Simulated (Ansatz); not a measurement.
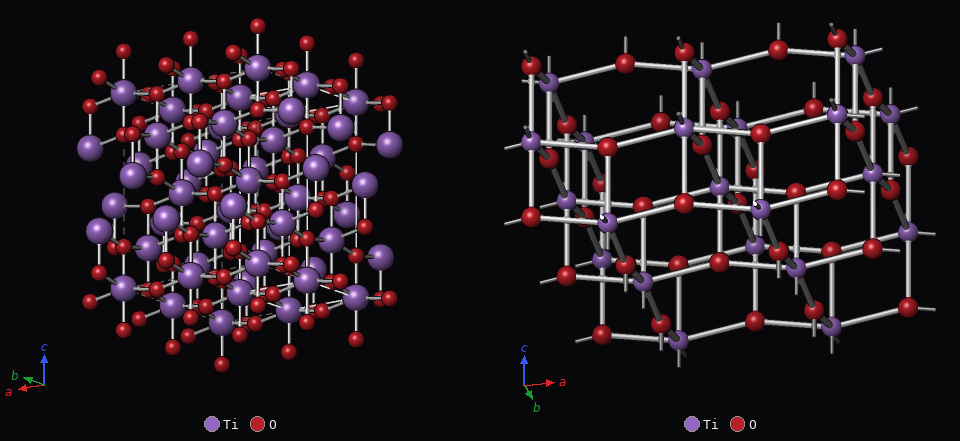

Left: the structure. Right: its underlying net. Nodes are coloured by element. Short stubs are edges that leave the cut-out.

TiO2 (space group I4_1/amd, No. 141): the end point of a relaxation at a target pressure of 15 GPa with Ansatz, DFT PBE, scalar-relativistic, plane waves, PAW.

Bonds are taken as O–Ti below 2.2 Å. Simplification: prune 0- and 1-connected atoms, fold 2-connected ones into links.

The result is a binodal (3,6)-connected, three-periodic net: O is a 3-connected node; Ti is a 6-connected node, in the ratio 2:1. It is the ant net, known from anatase. It is a single net, without interpenetration.

| node | links | point symbol | coordination sequence |
| --- | --- | --- | --- |
| O | 3 | 4²·6 | 3 13 16 54 42 119 81 210 133 327 |
| Ti | 6 | 4⁴·6²·8⁸·10 | 6 8 32 28 84 60 162 106 266 164 |
